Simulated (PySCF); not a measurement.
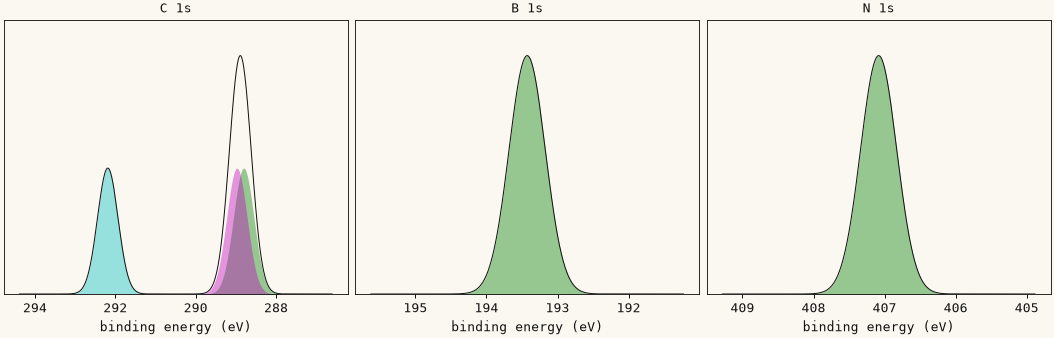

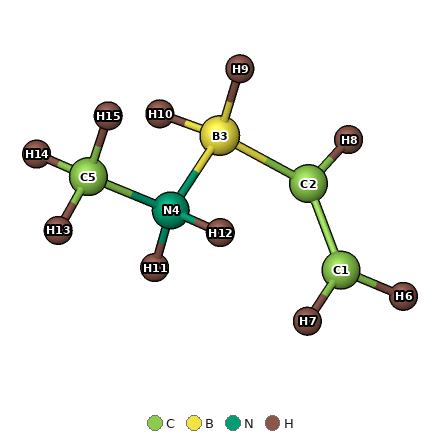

Simulated XPS of C₃H₁₀BN, SMILES C=C[BH2-][NH2+]C. Vertical core-electron binding energies by ΔSCF (PBE0, pcX-2 on the ionised atom, pcseg-1 elsewhere, spin-free X2C; PySCF 2.14.0, at a PBE0-D3(BJ)/def2-SVP geometry (no frequency check)), gas phase, against the vacuum level. One atom of each kind was ionised; within a panel, areas follow the number of like atoms, each panel is scaled alone, Gaussians of 0.6 eV full width. Only the regions named are shown. Lines closer than the width merge in the curve.

**Which atoms give which peak?**

```csv
level,atoms,binding energy (eV)
C 1s,C5,292.2
C 1s,C1,289.0
C 1s,C2,288.8
B 1s,B3,193.4
N 1s,N4,407.1
```

**How large is the chemical shift across the C 1s region?**

3.4 eV, from C2 at 288.8 eV to C5 at 292.2 eV.

Note: one conformer of a flexible molecule.
